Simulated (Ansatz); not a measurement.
FH4NO2Zr···HCl

Input

```
crystal:
  periodic: [false, false, false]
  atoms:
    - { symbol: Zr, position_ang: [0.535973, -0.343878, -0.121932] }
    - { symbol: Cl, position_ang: [-1.456861, -0.624378, 3.00703] }
    - { symbol: "N", position_ang: [1.938445, -0.160555, -1.592417] }
    - { symbol: H, position_ang: [2.270179, -0.918196, -2.200899] }
    - { symbol: H, position_ang: [2.413472, 0.707136, -1.86716] }
    - { symbol: O, position_ang: [-0.298467, 1.396205, 0.017386] }
    - { symbol: H, position_ang: [-0.931395, 2.074394, 0.291628] }
    - { symbol: O, position_ang: [-0.543093, -1.866712, -0.635465] }
    - { symbol: H, position_ang: [-1.271398, -2.503733, -0.641226] }
    - { symbol: F, position_ang: [1.474323, -0.765451, 1.563355] }
    - { symbol: H, position_ang: [-0.133377, -0.817332, 2.932201] }
basis:
  gaussian: { orbitals: def2-SVP }
hamiltonian:
  xc: pbe
relax:
  f_tol: 0.03
  max_steps: 50
output:
  orbitals: {}
```

Run with:

```sh
ansatz run input.yaml --threads 4 --pin off --max-ram 5120MiB --backend cpu --events-out ev --progress --plain --runs-dir out
```

The fields are those of the run's last geometry, not of the input's.

Core potentials replace the inner electrons of Zr.

Method: Ansatz, RKS PBE/def2-SVP.

### What can the converged electron density and electron localisation function tell about the bonding?

F10···H11 (1.69 Å): the density falls to about 0.29 e/Å³ on the way; the ELF dips to about 0.15 between them.
Zr–F (1.99 Å): ρ at the midpoint is about 0.76 e/Å³; the ELF peaks at about 0.85 in the valence shell of F, 0.5 Å from its nucleus, and drops to about 0.15 between the two atoms.
Zr–N (2.03 Å): ρ is about 0.84 e/Å³ halfway; the ELF peaks at about 0.90 in the valence shell of N, 0.6 Å from its nucleus, and drops to about 0.30 between the two atoms.

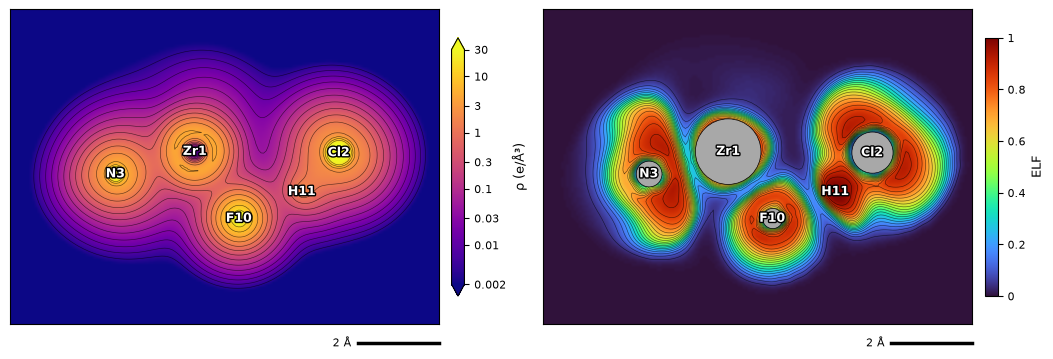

Computed electron density and electron localisation function on the plane of atoms N3, Zr1 and F10, in this order. Grey discs cover the atomic cores in the ELF map. 
